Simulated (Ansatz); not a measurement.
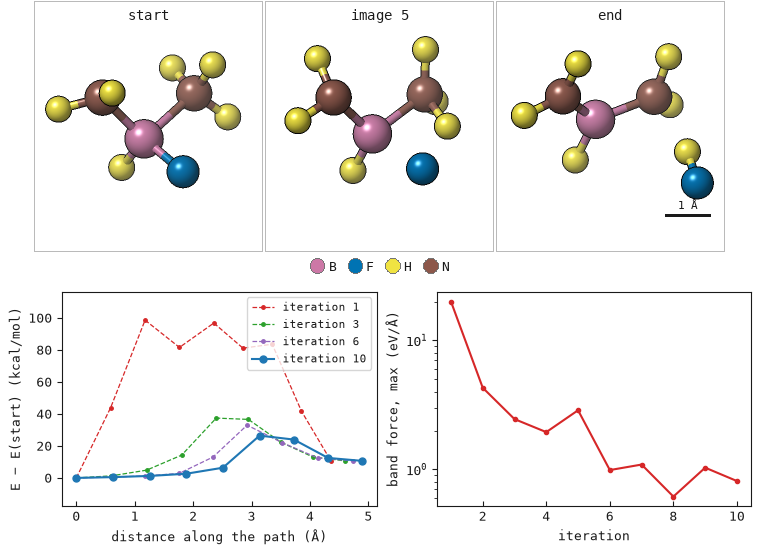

A nudged-elastic-band calculation for BN₂H₆F. Images are numbered from 0 (start) to 8 (end). The plot follows the band through its iterations. Style: ball-and-stick. Shown from a free direction.

Method: Ansatz 0.2.0, RKS r2SCANh-D4/def2-SVP. Settings: 7 movable images; climbing image; force threshold 0.05 eV/Å; iteration limit 10; starting path through a guess of the saddle point.

Question: How did the profile develop, and is the result final?

Answer: The result isn't final. The band hadn't converged when the run stopped after 10 iterations. The largest component of the band force went from 20 to 0.81 eV/Å. The barrier read from it is provisional: over the last two iterations the highest image moved from 31.9 kcal/mol to 26.4 kcal/mol. The iteration limit was low. The first iteration put the highest image at 98.6 kcal/mol. The highest point, image 5, lies 26.4 kcal/mol above the start and 15.8 kcal/mol above the end; the end is at +10.6 kcal/mol relative to the start.

The run took 2.8 min on 2 threads of Arm Neoverse V1, on a shared host, peak memory 0.18 GiB.
